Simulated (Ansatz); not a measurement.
# CH4Si (SMILES C[SiH]) at HSE06/def2-TZVP

Aim: the vertical singlet–triplet gap of CH4Si at HSE06/def2-TZVP, from 2 runs. 

The calculation is run with Ansatz 0.2.0.

44 further runs of the same task are left out: 44 set aside as unsound or not needed.

## 1. The system as given

CH4Si has 6 atoms, charge 0, and is taken as a singlet. As SMILES, `C[SiH]`. The coordinates come from a PBE0-D4/def2-TZVP relaxation.

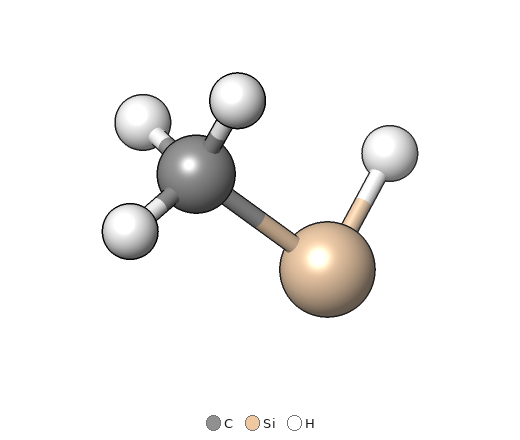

Viewed from a chosen angle; carbon grey, silicon light orange, hydrogen white.

## 2. The energy at HSE06/def2-TZVP

The input, in.yaml:

```yaml
crystal:
  periodic: [false, false, false]
  atoms:
    - {symbol: C, position_ang: [-0.093500, -0.366000, -0.370300]}
    - {symbol: Si, position_ang: [0.917300, 0.209800, 1.122300]}
    - {symbol: H, position_ang: [-1.156900, -0.410100, -0.102200]}
    - {symbol: H, position_ang: [0.215000, -1.335600, -0.763000]}
    - {symbol: H, position_ang: [-0.024000, 0.382000, -1.170800]}
    - {symbol: H, position_ang: [0.142200, 1.520000, 1.284000]}
basis:
  gaussian: {orbitals: def2-TZVP}
magnetization: {spin_polarized: false}
hamiltonian: {xc: hse06}
accuracy: high
output: {orbitals: {seedname: orbitals}}
```

Run with:

```
$ ansatz run in.yaml --threads 1 --pin off --max-ram 3480MiB --events-out events.jsonl --progress --plain --runs-dir runs
```

Standard output:

```text
Warning: RAYON_NUM_THREADS=1 ignored (pool sized by the plan → 1); use --threads N
Functional definition: HSE06
  name "HSE06"
  parameter a = 0.25
  parameter omega = 0.11/bohr
  exchange = pbe_x - a*pbe_x_sr(omega) + a*exact_x_sr(omega)
  correlation = pbe_c
1657 factors; integrals over basis functions are off by at most 3.7e-9 eV
91 factors; integrals over basis functions are off by at most 9.1e-10 eV
mean field evaluation 1: about -8967.2341 eV, gradient 5.2e1 eV
mean field evaluation 2: about -8960.9167 eV, gradient 6.5e1 eV
mean field evaluation 4: about -8973.5642 eV, gradient 1.5e0 eV
mean field evaluation 8: about -8973.5654 eV, gradient 7.2e-2 eV
mean field evaluation 16: about -8973.5654 eV, gradient 1.7e-5 eV
mean field -8973.56538409 eV, -329.7724453643 hartree, gradient 1.0e-8 eV, S^2 0.000000; 0 other end points of the search recorded, 0 dependent functions left out
reference -8973.56538715 eV, -329.7724454768 hartree; 12, 12 occupied and 80, 80 virtual orbitals, 1657 factors
Total energy: -8973.56538715 eV, -329.7724454768 hartree
```

Run time: 4.2 s. Hardware: 1 thread of Arm Neoverse V2, shared host; peak memory 0.22 GiB.

## 3. The triplet at the same level

The input, molecule.yaml:

```yaml
crystal:
  periodic: [false, false, false]
  atoms:
    - symbol: C
      position_ang: [-0.093500, -0.366000, -0.370300]
    - symbol: Si
      position_ang: [0.917300, 0.209800, 1.122300]
    - symbol: H
      position_ang: [-1.156900, -0.410100, -0.102200]
    - symbol: H
      position_ang: [0.215000, -1.335600, -0.763000]
    - symbol: H
      position_ang: [-0.024000, 0.382000, -1.170800]
    - symbol: H
      position_ang: [0.142200, 1.520000, 1.284000]
basis:
  gaussian:
    orbitals: def2-TZVP
magnetization:
  spin_polarized: true
  initial_magnetization: 2
hamiltonian:
  xc: {name: HSE06}
accuracy: high
output: {orbitals: {seedname: orbitals}}
```

Run with:

```
$ ansatz run molecule.yaml --threads 1 --pin off --max-ram 3480MiB --events-out events.jsonl --progress --plain --runs-dir runs
```

Standard output, shortened:

```text
Warning: RAYON_NUM_THREADS=1 ignored (pool sized by the plan → 1); use --threads N
[... 6 set-up lines as earlier in the session ...]
1657 factors; integrals over basis functions are off by at most 3.7e-9 eV
91 factors; integrals over basis functions are off by at most 9.1e-10 eV
mean field evaluation 1: about -8965.7953 eV, gradient 3.7e1 eV
mean field evaluation 2: about -8955.3957 eV, gradient 5.1e1 eV
mean field evaluation 4: about -8972.4302 eV, gradient 1.2e0 eV
mean field evaluation 8: about -8972.4573 eV, gradient 2.8e-2 eV
mean field evaluation 16: about -8972.4574 eV, gradient 1.6e-5 eV
mean field -8972.45735247 eV, -329.7317259531 hartree, gradient 4.1e-8 eV, S^2 2.002763; 0 other end points of the search recorded, 0 dependent functions left out
reference -8972.45735584 eV, -329.7317260772 hartree; 13, 11 occupied and 79, 81 virtual orbitals, 1657 factors
Total energy: -8972.45735584 eV, -329.7317260772 hartree
```

Wall time 8.7 s (1 thread of Arm Neoverse V2, shared host); peak memory 0.3 GiB.

## 4. Outcome

Level: HSE06/def2-TZVP.

| quantity | value |
| --- | --- |
| singlet: total energy | -329.77245 Eh |
| singlet: HOMO energy | -5.90 eV |
| singlet: LUMO energy | -2.91 eV |
| singlet: HOMO–LUMO gap | 2.99 eV |
| triplet: total energy | -329.73173 Eh |
| triplet: HOMO energy (highest over α and β) | -4.78 eV |
| triplet: LUMO energy (lowest over α and β) | -3.96 eV |
| triplet: ⟨S²⟩ | 2.003 |
| vertical energy of the triplet above the singlet | 1.108 eV |

**Reading.** At this shape the triplet lies 1.11 eV (26 kcal/mol) above the singlet.
